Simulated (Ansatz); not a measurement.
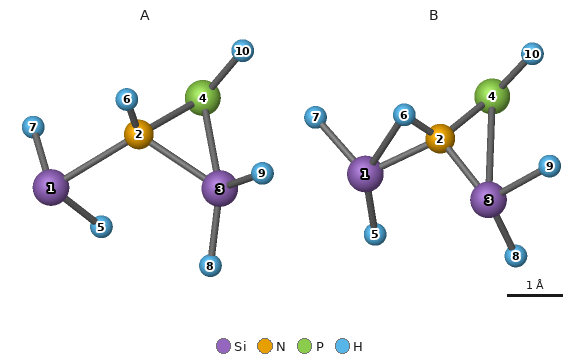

Two geometries of Si$_{2}$PNH$_{6}$, drawn at one scale. One is the start of a relaxation, the other its converged end. Style: ball-and-stick. Shown at a tilt.

The calculation used RKS r2SCAN/def2-SVP (Ansatz). Settings: no spin polarisation; force threshold 0.02 eV/Å; at most 50 steps.

**Which geometry has the lower energy?**

Structure A is the relaxed one. The run prepares an end point of a later path (hydrogen shift) calculation, from a guessed geometry. Over 17 accepted moves (18 points after the start) the energy falls by 83.7 kcal/mol. The largest force component goes from 8 to 0.019 eV/Å. The line search rejected the trial step at point 17 of the run. The largest move after the best rigid fit is that of Si3, 0.60 Å. By element the largest moves are Si 0.60 Å, H 0.46 Å, N 0.31 Å, P 0.03 Å. Near-neighbour distances that change, for instance: Si1–H6 1.774 → 2.574 Å, Si1–Si3 2.648 → 3.212 Å, Si1–P4 2.804 → 3.313 Å, Si3–P4 2.665 → 2.215 Å. Among the angles between lasting bonds that change: Si3–N2–P4 108.6° → 74.0°, Si1–N2–H6 80.6° → 112.3°, P4–Si3–H8 95.5° → 124.0°.
